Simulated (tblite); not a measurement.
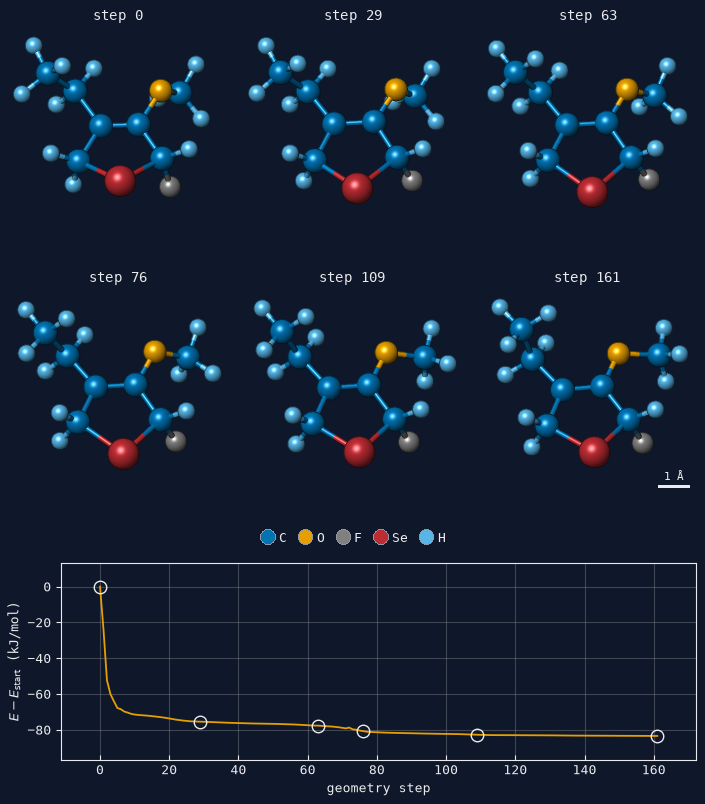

Frames of a relaxation of C7H11FOSe, marked on the history of the run. A ball-and-stick model, seen from a free direction.

Computed with GFN2-xTB geometry optimisation, gas phase in tblite 0.8.0. 

Question: Describe the path.

Answer: The energy falls by 83.4 kJ/mol in 161 geometry steps. An H atom moves most after the best rigid fit: 1.56 Å. Largest moves by element: H 1.56 Å, O 0.64 Å, F 0.52 Å, Se 0.51 Å, C 0.49 Å. Among the contacts that change: C–C 1.253 → 1.336 Å, C–O 1.435 → 1.366 Å, C–C 1.549 → 1.499 Å, C–C 1.480 → 1.529 Å. Among the angles between lasting bonds that change: C–C–Se 97.8° → 106.2°, F–C–H 114.0° → 106.0°, O–C–H 112.0° → 105.4°. Groups turn about C–O by about 65°, C–C by about 20°. From step 0 to 29: the F atom moves most (0.32 Å), energy −75.4 kJ/mol. From step 29 to 63: H atoms move most (0.42 Å), energy −2.23 kJ/mol. From step 63 to 76: H atoms move most (0.38 Å), energy −3.02 kJ/mol. From step 76 to 109: an H atom moves most (0.49 Å), energy −2.09 kJ/mol. From step 109 to 161: an H atom moves most (0.40 Å), energy −0.64 kJ/mol.

```json
{"step": "0", "E − E(0), kJ/mol": "0.00"}
{"step": "1", "E − E(0), kJ/mol": "-24.02"}
{"step": "2", "E − E(0), kJ/mol": "-52.33"}
{"step": "3", "E − E(0), kJ/mol": "-60.03"}
{"step": "4", "E − E(0), kJ/mol": "-64.00"}
{"step": "5", "E − E(0), kJ/mol": "-67.77"}
{"step": "6", "E − E(0), kJ/mol": "-68.48"}
{"step": "7", "E − E(0), kJ/mol": "-69.80"}
{"step": "8", "E − E(0), kJ/mol": "-70.36"}
{"step": "9", "E − E(0), kJ/mol": "-71.07"}
{"step": "10", "E − E(0), kJ/mol": "-71.44"}
{"step": "18", "E − E(0), kJ/mol": "-73.02"}
{"step": "26", "E − E(0), kJ/mol": "-75.21"}
{"step": "34", "E − E(0), kJ/mol": "-75.82"}
{"step": "42", "E − E(0), kJ/mol": "-76.37"}
{"step": "50", "E − E(0), kJ/mol": "-76.64"}
{"step": "58", "E − E(0), kJ/mol": "-77.19"}
{"step": "66", "E − E(0), kJ/mol": "-78.05"}
{"step": "74", "E − E(0), kJ/mol": "-79.95"}
{"step": "82", "E − E(0), kJ/mol": "-81.53"}
{"step": "89", "E − E(0), kJ/mol": "-81.85"}
{"step": "97", "E − E(0), kJ/mol": "-82.19"}
{"step": "105", "E − E(0), kJ/mol": "-82.48"}
{"step": "113", "E − E(0), kJ/mol": "-82.93"}
{"step": "121", "E − E(0), kJ/mol": "-82.99"}
{"step": "129", "E − E(0), kJ/mol": "-83.06"}
{"step": "137", "E − E(0), kJ/mol": "-83.22"}
{"step": "145", "E − E(0), kJ/mol": "-83.27"}
{"step": "153", "E − E(0), kJ/mol": "-83.36"}
{"step": "161", "E − E(0), kJ/mol": "-83.41"}
```
